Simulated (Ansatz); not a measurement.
## Electronic structure of H2···CH2F2 in real space

The calculation's input:

```
crystal:
  periodic: [false, false, false]
  atoms:
    - {symbol: H, position_ang: [0.060111, -0.362019, -3.062494]}
    - {symbol: H, position_ang: [-0.019908, -0.293973, -2.323436]}
    - {symbol: F, position_ang: [0.502894, -0.947201, 0.537784]}
    - {symbol: C, position_ang: [0.001914, 0.149397, 1.148768]}
    - {symbol: F, position_ang: [-0.707472, 0.859511, 0.243223]}
    - {symbol: H, position_ang: [-0.670074, -0.169941, 1.950059]}
    - {symbol: H, position_ang: [0.832534, 0.764226, 1.505996]}
basis:
  gaussian: {orbitals: "def2-TZVPPD.json"}
hamiltonian: {xc: pbe0, dispersion: d4}
output: {orbitals: {seedname: orbitals}}
```

Run with:

```sh
ansatz run in.yaml --threads 2 --pin off --events-out ev --progress --plain --max-ram 5222MiB
```

Geometry: PBE0-D4/def2-TZVP.

These are results of RKS PBE0-D4/def2-TZVPPD (Ansatz), not measurements.

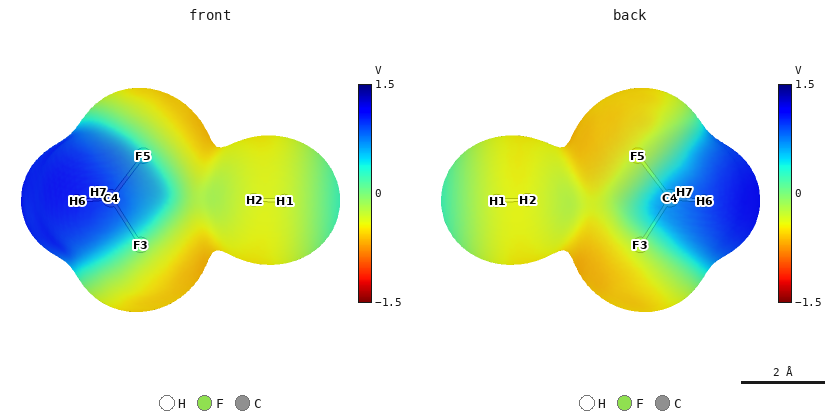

Figure 1. The electrostatic potential painted on the density surface at 0.001 e/bohr³, seen from the front and from behind; red is negative and blue positive.

### Describe the electrostatic potential map.

The most negative region (about −0.7 V) lies over F3 and F5, the most positive (about +1.1 V) over H6 and H7.

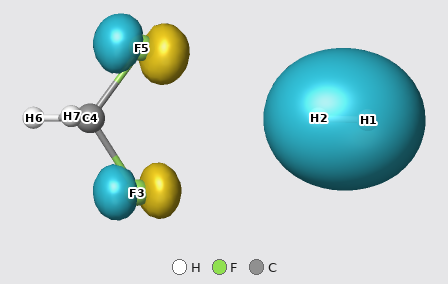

Figure 2. The HOMO−1 at ±0.15 Å⁻³ᐟ² (yellow and cyan are the two phases), seen across its widest extent.

### Describe this orbital and give its energy.

It lies mainly on H1 (about 45 %), H2 (about 40 %) and F5 (about 5 %). Its energy is −11.54 eV.

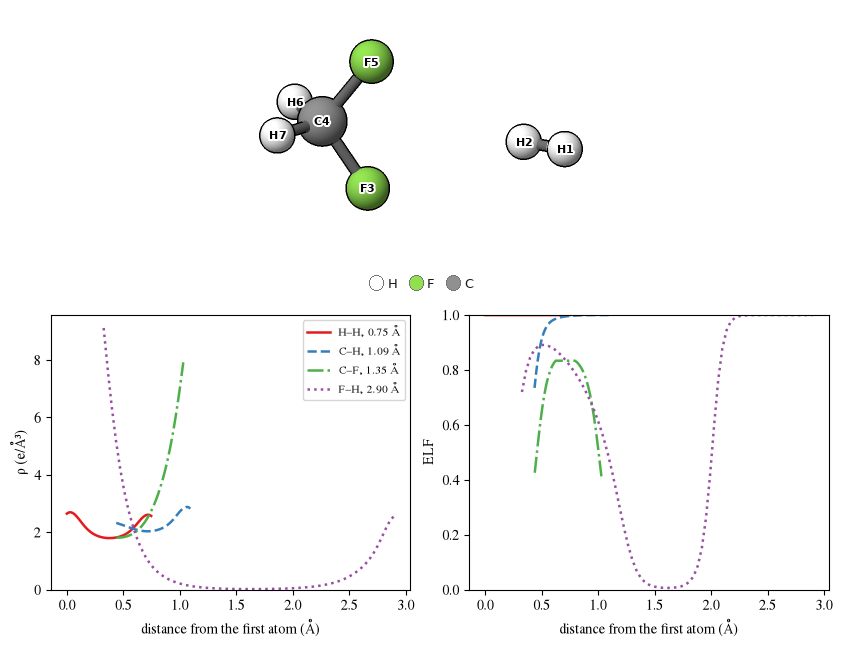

Figure 3. Electron density and ELF along straight lines between neighbouring atoms. The curves leave out the atomic cores. The structure is drawn too.

### Compare the contacts.

H–H (0.75 Å): ρ at the midpoint is about 1.8 e/Å³; the ELF is about 1 at the midpoint.
C–H (1.09 Å): ρ is about 2.2 e/Å³ halfway; the ELF climbs to about 1 towards the hydrogen, as it does in any bond to H (an ordinary covalent bond to hydrogen).
C–F (1.35 Å): ρ at the midpoint is about 2.3 e/Å³, with its minimum of 1.8 e/Å³ about 0.5 Å from C; the ELF peaks at about 0.85 between the atoms, as expected for a polar covalent bond.
F5···H2 (2.90 Å): the density falls to about 0.02 e/Å³ on the way; the ELF dips to about 0 between them (a weak contact between the two molecules).
